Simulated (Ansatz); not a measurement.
# C2H4FNOSi (SMILES C[SiH](F)N=C=O) at revPBE/cc-pVDZ

What is the energy change on altering one bond length of C2H4FNOSi at revPBE/cc-pVDZ? 

Program for the calculation: Ansatz 0.2.0.

88 further runs of the same task are left out: 88 set aside as unsound or not needed. Runs told in other sessions of the task aren't counted.

## (1) Starting point

The species is C2H4FNOSi (10 atoms), meant as a singlet with charge 0. SMILES: `C[SiH](F)N=C=O`. Geometry: relaxed at PBE0-D4/def2-TZVP. This is one conformer, not always the lowest.

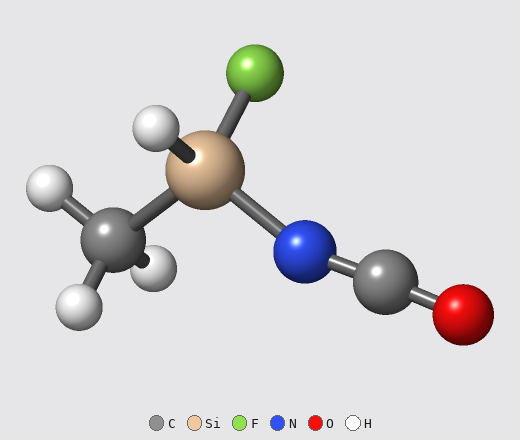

Viewed from a chosen angle; carbon grey, silicon light orange, fluorine green, nitrogen blue, oxygen red, hydrogen white.

## (2) The energy at revPBE/cc-pVDZ

Contents of molecule.yaml:

```yaml
crystal:
  periodic: [false, false, false]
  atoms:
    - symbol: C
      position_ang: [-1.318900, -0.731800, 0.573000]
    - symbol: Si
      position_ang: [0.243800, -0.552500, -0.384700]
    - symbol: F
      position_ang: [1.343500, -1.551500, 0.196800]
    - symbol: "N"
      position_ang: [0.842100, 1.034600, -0.218600]
    - symbol: C
      position_ang: [1.568200, 1.980200, -0.298100]
    - symbol: O
      position_ang: [2.243900, 2.924800, -0.355000]
    - symbol: H
      position_ang: [-1.152000, -0.507500, 1.629000]
    - symbol: H
      position_ang: [-1.705900, -1.750300, 0.493100]
    - symbol: H
      position_ang: [-2.079000, -0.045100, 0.192700]
    - symbol: H
      position_ang: [0.097700, -0.852100, -1.825100]
basis:
  gaussian:
    orbitals: cc-pVDZ
accuracy: high
hamiltonian:
  xc: {name: revPBE}
output: {orbitals: {seedname: orbitals}}
```

The run is started by

```sh
ansatz run molecule.yaml --threads 1 --pin off --max-ram 2610MiB --events-out events.jsonl --progress --plain --runs-dir runs
```

Standard output:

```text
Warning: RAYON_NUM_THREADS=1 ignored (pool sized by the plan → 1); use --threads N
Functional definition: revPBE
  name "revPBE"
  parameter kappa = 1.245
  parameter beta = 0.06672455060314922
  exchange = pbe_x(kappa = kappa, mu = beta*pi^2/3)
  correlation = pbe_c(beta = beta)
2440 factors; integrals over basis functions are off by at most 3.7e-9 eV
mean field evaluation 1: about -16257.6952 eV, gradient 7.7e1 eV
mean field evaluation 2: about -16241.2456 eV, gradient 1.1e2 eV
mean field evaluation 4: about -16269.2287 eV, gradient 1.3e1 eV
mean field evaluation 8: about -16269.5672 eV, gradient 3.0e-1 eV
mean field evaluation 16: about -16269.5674 eV, gradient 3.3e-5 eV
mean field -16269.56737516 eV, -597.8955731283 hartree, gradient 8.5e-9 eV, S^2 0.000000; 0 other end points of the search recorded, 0 dependent functions left out
reference -16269.56737916 eV, -597.8955732754 hartree; 27, 27 occupied and 81, 81 virtual orbitals, 2440 factors
Total energy: -16269.56737916 eV, -597.8955732754 hartree
```

Wall time 9.6 s (1 thread of Arm Neoverse V2, shared host); peak memory 0.31 GiB.

## (3) The distorted shape at the same level

Contents of job.yaml:

```yaml
crystal:
  periodic: [false, false, false]
  atoms:
    - {symbol: C, position_ang: [-1.202805, -0.426263, 0.596969]}
    - {symbol: Si, position_ang: [0.359895, -0.246963, -0.360731]}
    - {symbol: F, position_ang: [1.459595, -1.245963, 0.220769]}
    - {symbol: N, position_ang: [0.958195, 1.340137, -0.194631]}
    - {symbol: C, position_ang: [1.684295, 2.285737, -0.274131]}
    - {symbol: O, position_ang: [2.359995, 3.230337, -0.331031]}
    - {symbol: H, position_ang: [-1.035905, -0.201963, 1.652969]}
    - {symbol: H, position_ang: [-1.705900, -1.750300, 0.493100]}
    - {symbol: H, position_ang: [-1.962905, 0.260437, 0.216669]}
    - {symbol: H, position_ang: [0.213795, -0.546563, -1.801131]}
basis:
  gaussian: {orbitals: cc-pVDZ}
hamiltonian: {xc: {name: revPBE}}
accuracy: high
output: {orbitals: {seedname: orbitals}}
```

The run is started by

```sh
ansatz run job.yaml --threads 1 --pin off --max-ram 2610MiB --events-out events.jsonl --progress --plain --runs-dir runs
```

Standard output, cut to the lines that bear on the results:

```text
Warning: RAYON_NUM_THREADS=1 ignored (pool sized by the plan → 1); use --threads N
[... 6 set-up lines as earlier in the session ...]
2450 factors; integrals over basis functions are off by at most 3.5e-9 eV
mean field evaluation 1: about -16256.9231 eV, gradient 7.6e1 eV
mean field evaluation 2: about -16237.2359 eV, gradient 1.2e2 eV
mean field evaluation 4: about -16268.2392 eV, gradient 1.5e1 eV
mean field evaluation 8: about -16268.6798 eV, gradient 3.9e-1 eV
mean field evaluation 16: about -16268.6802 eV, gradient 8.7e-5 eV
mean field -16268.68019058 eV, -597.8629696961 hartree, gradient 1.3e-8 eV, S^2 0.000000; 0 other end points of the search recorded, 0 dependent functions left out
reference -16268.68019474 eV, -597.8629698493 hartree; 27, 27 occupied and 81, 81 virtual orbitals, 2450 factors
Total energy: -16268.68019474 eV, -597.8629698493 hartree
```

Run time: 9.6 s. Hardware: 1 thread of Arm Neoverse V2, shared host; peak memory 0.31 GiB.

## (4) Results

At revPBE/cc-pVDZ:

| quantity | value |
| --- | --- |
| first shape: total energy | -597.89557 Eh |
| first shape: HOMO energy | -7.00 eV |
| first shape: LUMO energy | -0.30 eV |
| first shape: HOMO–LUMO gap | 6.71 eV |
| distorted shape: total energy | -597.86297 Eh |
| distorted shape: HOMO energy | -7.05 eV |
| distorted shape: LUMO energy | -0.57 eV |
| distorted shape: HOMO–LUMO gap | 6.48 eV |
| energy change with the C1–H8 bond stretched from 1.092 to 1.420 Å | 0.887 eV |

What this shows: With the C1–H8 bond stretched from 1.092 to 1.420 Å the energy rises by 0.89 eV (20.5 kcal/mol). The first shape isn't relaxed at this level, so the change isn't measured from a minimum.
